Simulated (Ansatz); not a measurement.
# Run report: CBF₅ (charge −3), single-point calculation

CBF₅, charge −3, multiplicity 2, computed with UKS r2SCAN-d3bj/cc-pVTZ (Ansatz 0.2.0).

Some settings of this run were made unusual or wrong on purpose. The geometry comes from this level: PBE0-D4/def2-TZVP.

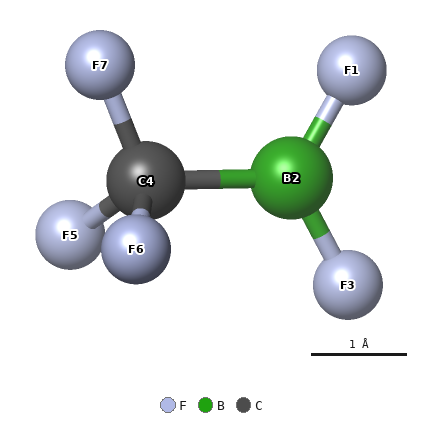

The structure (ball-and-stick view, seen at a tilt; atoms are numbered from 1 in the order of the input).

Input:
```yaml
crystal:
  periodic: [false, false, false]
  atoms:
    - {symbol: F, position_ang: [1.242809, -1.388940, 0.665705]}
    - {symbol: B, position_ang: [0.082445, -0.883454, 0.349006]}
    - {symbol: F, position_ang: [-1.007819, -1.581419, 0.518709]}
    - {symbol: C, position_ang: [-0.027619, 0.609792, -0.257007]}
    - {symbol: F, position_ang: [-0.594392, 0.585126, -1.473913]}
    - {symbol: F, position_ang: [-0.794251, 1.383072, 0.528469]}
    - {symbol: F, position_ang: [1.160127, 1.207822, -0.376769]}
basis:
  gaussian: {orbitals: cc-pVTZ}
total_charge: -3
magnetization: {spin_polarized: true, initial_magnetization: 1}
hamiltonian: {xc: {name: r2SCAN}, dispersion: d3bj, pseudopotentials: {relativity: none}}
accuracy: high
```

Command:
```bash
ansatz run in.yaml --threads 4 --pin off --events-out ev --progress --plain --max-ram 10444MiB
```

Output:
```
Warning: the engine holds no damping parameters fitted to this dispersion correction and functional, so the run takes those fitted to r2scan beside the three-body term, which d3bj leaves out (hamiltonian.dispersion, under Limitations)
Functional definition: r2SCAN
  name "r2SCAN"
  cite "Furness, Kaplan, Ning, Perdew & Sun, J. Phys. Chem. Lett. 11, 8208 (2020) doi:10.1021/acs.jpclett.0c02405"
  cite "Furness, Kaplan, Ning, Perdew & Sun, J. Phys. Chem. Lett. 11, 9248 (2020) doi:10.1021/acs.jpclett.0c03077"
  parent r2scan
  parameter k0 = 0.174
  parameter k1 = 0.065
  parameter a1 = 4.9479
  exchange = r2scan_x(k0 = k0, k1 = k1, a1 = a1)
  correlation = r2scan_c
3678 factors; integrals over basis functions are off by at most 1.1e-8 eV
mean field evaluation 1: about -15258.3840 eV, gradient 6.5e1 eV
mean field evaluation 2: about -15195.8154 eV, gradient 1.3e2 eV
mean field evaluation 4: about -15275.7886 eV, gradient 6.4e0 eV
mean field evaluation 8: about -15276.1581 eV, gradient 5.5e-1 eV
mean field evaluation 16: about -15276.0713 eV, gradient 2.2e-2 eV
mean field evaluation 32: about -15276.1302 eV, gradient 8.5e-4 eV
mean field evaluation 64: about -15275.5527 eV, gradient 4.2e0 eV
mean field evaluation 96: about -15276.1302 eV, gradient 1.6e-8 eV
mean field -15276.13017033 eV, -561.3874292268 hartree, gradient 7.2e-8 eV, S^2 1.203921; 8 other end points of the search recorded, 0 dependent functions left out
reference -15276.13017265 eV, -561.3874293119 hartree; 30, 29 occupied and 180, 181 virtual orbitals, 3678 factors
Total energy: -15276.15608874 eV, -561.3883817107 hartree
```

What the run reported:

| quantity | value |
| --- | --- |
| outcome | converged |
| total energy | −15276.1561 eV |
| mean-field energy | −15276.1302 eV |
| dispersion energy | −0.0259 eV |
| ⟨S²⟩ | 1.204 |
| SCF solution under orbital rotations | stable |
| hardware | 4 threads of Arm Neoverse V2, 23 GiB of memory available, shared host |
| wall time | 70 s (CPU time 4.5 min) |
| peak memory | 1.4 GiB |

What went wrong:

This input holds a deliberate fault: charge. The program still converged, but the numbers can't be taken as results for the intended system. The program warns: the dispersion correction has no parameters fitted for this combination and takes those fitted for r2SCAN with other terms. ⟨S²⟩ is 1.20 against 0.75 for a pure state: the solution is spin-contaminated.
